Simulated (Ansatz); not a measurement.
**AlH···HF: density, localisation and related maps**

```xyz
4

Al    0.0273   -0.5716    1.0746
F     0.2491    0.3282   -1.0705
H     0.9872   -0.1855   -1.3285
H    -1.2636    0.4290    1.3243
```

All numbers below come from RKS B3LYP/def2-SVP in Ansatz.

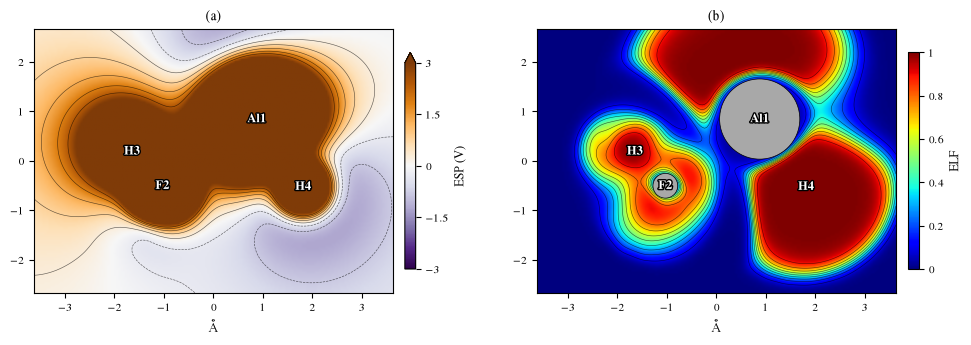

Figure 1. (a) electrostatic potential; (b) ELF on the molecular plane. Grey discs cover the atomic cores in the ELF map.

Q: Read the bonding off the picture.

A: Atoms in the plane: Al, F and H.
Al1···F2 (2.34 Å): the ELF is about 0.20 at the midpoint.
F–H (0.94 Å): the ELF climbs to about 1 towards the hydrogen, as it does in any bond to H (a covalent bond by its length).
Al–H (1.65 Å): the ELF climbs to about 1 towards the hydrogen.
The ELF also peaks beside F2 and Al1, away from the bonds: lone-pair regions.
Outside the dense part of the complex the potential is most negative (−1.2 V) near H4.

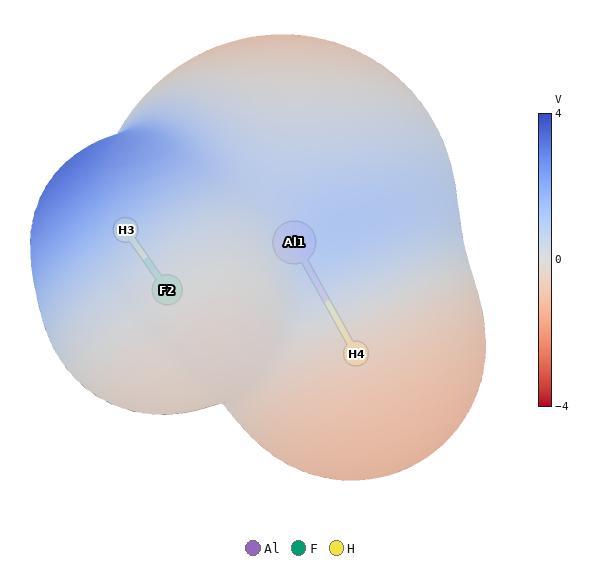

Figure 2. The electrostatic potential painted on the density surface at 0.001 e/bohr³, seen at a tilt; the colour scale runs from red (negative) to blue (positive).

Q: Where is the surface potential most negative and most positive?

A: The most negative region (about −1.1 V, or −25 kcal/mol for a unit charge) lies over H4, the most positive (about +3.1 V, or +71 kcal/mol for a unit charge) over H3.

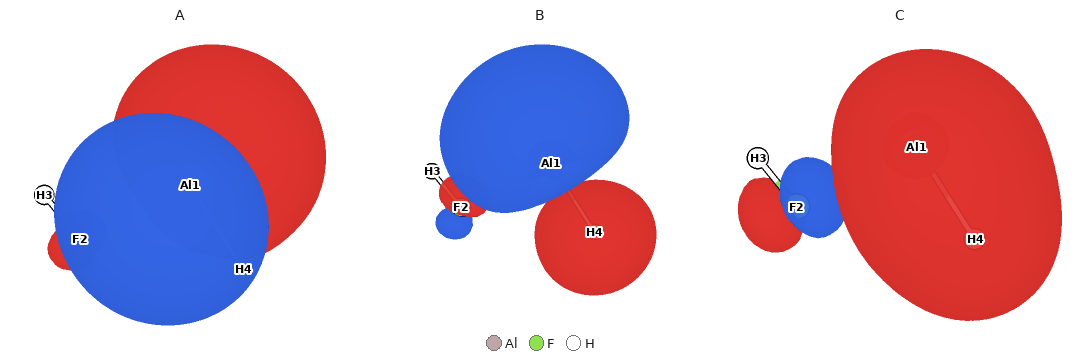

Figure 3. Three frontier orbitals at ±0.08 Å⁻³ᐟ² (blue and red are the two phases), in no order.

Q: Which picture is the HOMO−1, the HOMO and the LUMO?

A: C is the HOMO−1 (−9.22 eV). Its weight (Hirshfeld) is mainly on Al1 (about 55 %) and H4 (about 40 %); it is symmetric in the molecular plane (an in-plane orbital: σ, lone-pair or in-plane π type). B is the HOMO (−5.19 eV). Its weight (Hirshfeld) is mainly on Al1 (about 75 %) and H4 (about 20 %); it is symmetric in the molecular plane (an in-plane orbital: σ, lone-pair or in-plane π type). A is the LUMO (−1.55 eV). Its weight (Hirshfeld) is mainly on Al1 (about 90 %); it changes sign across the molecular plane (π type).

Q: What is the HOMO–LUMO gap?

A: 3.64 eV between the orbital energies.

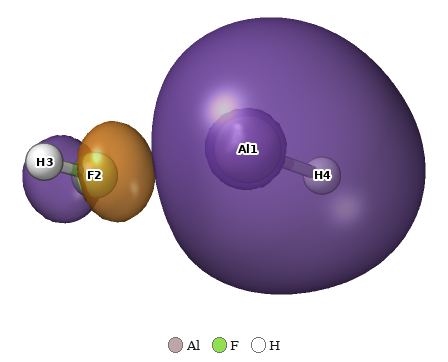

Figure 4. The HOMO−1 at ±0.08 Å⁻³ᐟ² (orange and purple are the two phases), seen from one side.

Q: Where does this orbital lie, and at what energy?

A: Its weight (Hirshfeld) is mainly on Al1 (about 55 %) and H4 (about 40 %); it is symmetric in the molecular plane (an in-plane orbital: σ, lone-pair or in-plane π type). Its energy is −9.22 eV.
